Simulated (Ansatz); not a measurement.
| atom | x (Å) | y (Å) | z (Å) |
| --- | --- | --- | --- |
| Zn | -0.6257 | 1.2661 | 0.4464 |
| H | -1.2705 | 2.5725 | 0.9080 |
| O | 0.6332 | 0.6176 | -0.8640 |
| Zn | 0.6257 | -1.2661 | -0.4465 |
| H | 1.2721 | -2.5723 | -0.9065 |
| O | -0.6343 | -0.6178 | 0.8629 |
| H | 1.1263 | 1.0979 | -1.5349 |
| H | -1.1266 | -1.0979 | 1.5345 |

Geometry: r2SCAN-D4/def2-SVP.

The calculation used RKS PBE0-D4/def2-TZVP in Ansatz 0.2.0.

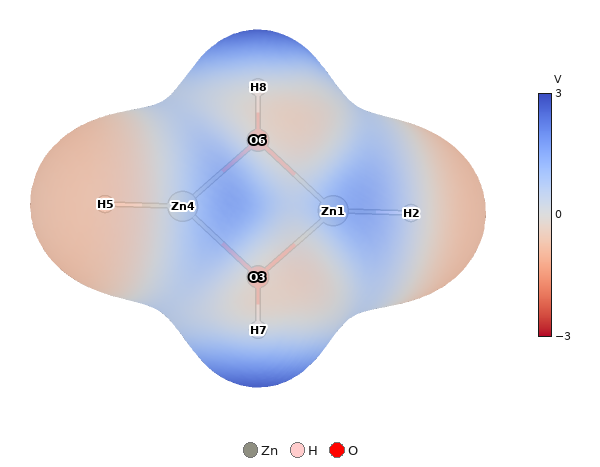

H₄O₂Zn₂ ((HZn-mu-OH)2). The molecular electrostatic potential painted on the density surface at 0.002 e/bohr³, seen at a tilt; red is negative and blue positive.

Question: Where is the surface potential most negative and most positive?

Answer: The most negative region (about −0.7 V) lies over H2 and H5, the most positive (about +2.5 V) over H7 and H8.
